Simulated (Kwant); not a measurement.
Model system: GaN/Al0.2Ga0.8N stack with 2 barriers. One parabolic valley. Leads of mass 0.2 mₑ with the band edge at 0; grid 0.1 nm; bias 0 V, dropping linearly over the stack.

```
layer  thickness (nm)  band offset (eV)  mass (mₑ)
-----  --------------  ----------------  ---------
1                 1.1              0.35       0.22
2                 4.8                 0        0.2
3                 1.1              0.35       0.22
```

The device is made up for the run: typed textbook-type constants, with dimensions and the other settings drawn at random.

Model: one-band effective-mass tight-binding model in one dimension, coherent, no space charge (Kwant).

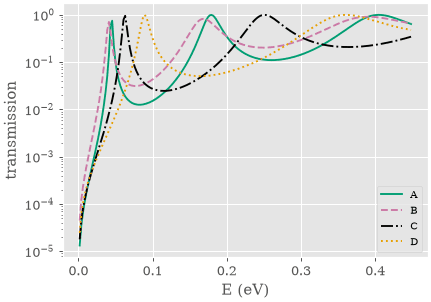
*Transmission of 4 runs*

```csv
E (eV),A,B,C,D
0.001750,1.3e-5,4.5e-5,1.8e-5,2.5e-5
0.02802,0.0032,0.015,0.0016,0.0012
0.05429,0.042,0.062,0.093,0.011
0.08057,0.013,0.032,0.054,0.29
0.1068,0.018,0.052,0.025,0.17
0.1331,0.046,0.15,0.027,0.064
0.1594,0.25,0.67,0.042,0.051
0.1857,0.81,0.55,0.087,0.054
0.2119,0.21,0.27,0.24,0.069
0.2382,0.12,0.21,0.79,0.10
0.2645,0.11,0.21,0.81,0.16
0.2907,0.13,0.26,0.41,0.29
0.3170,0.19,0.38,0.26,0.55
0.3433,0.32,0.58,0.22,0.91
0.3696,0.61,0.83,0.21,0.98
0.3958,0.97,0.91,0.23,0.77
0.4221,0.90,0.79,0.27,0.59
0.4484,0.64,0.65,0.35,0.48
```

Question: Column A is the base. The others each differ by one change: height of the first barrier 0.35 → 0.21 eV; width of the first well 4.8 → 2.9 nm; width of the first well 4.8 → 3.8 nm. Which is which?

Answer: B: height of the first barrier 0.35 → 0.21 eV; C: width of the first well 4.8 → 3.8 nm; D: width of the first well 4.8 → 2.9 nm.
